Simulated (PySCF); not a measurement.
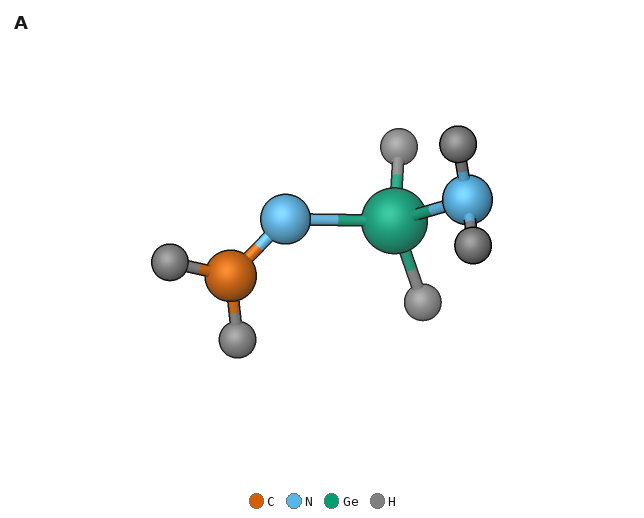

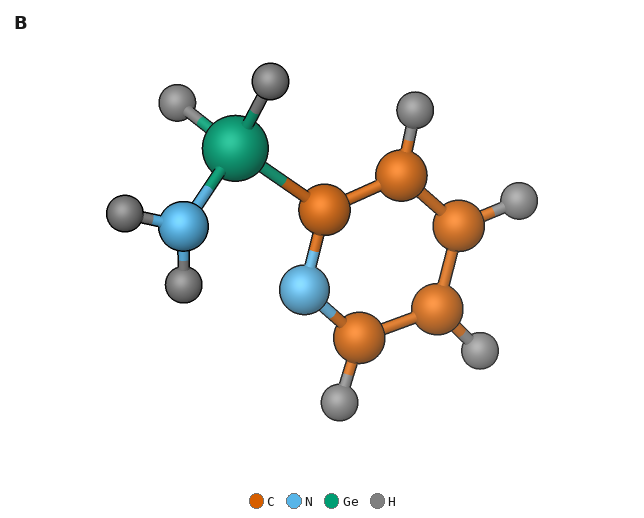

Two related species, optimised with GFN2-xTB; properties computed with PySCF 2.14.0. Both: charge 0, singlet.

Identify both.

Answer. A is CH6GeN2, B is C5H8GeN2.

Compare them. With PBE0/def2-SVPD: dipole moment (D), HOMO–LUMO gap (eV), HOMO energy (Kohn–Sham orbital) (eV), lowest vertical singlet excitation (eV), mean static polarisability (bohr³). With GFN2-xTB: mean Ge–H length (Å), mean Ge–N length (Å).

```csv
quantity,A,B
dipole moment (D),1.49,2.08
HOMO–LUMO gap (eV),6.06,5.90
HOMO energy (Kohn–Sham orbital) (eV),−6.75,−6.95
lowest vertical singlet excitation (eV),4.01,4.59
mean static polarisability (bohr³),59.6,100.3
mean Ge–H length (Å),1.501,1.513
mean Ge–N length (Å),1.826,1.805
```

Each is one conformer, and no frequency run is at hand to confirm it as a minimum.

The geometry is semi-empirical. Around Ge such bond lengths and angles can be off by a tenth of an ångström or more and by several degrees, and values that hang on the shape move with them.
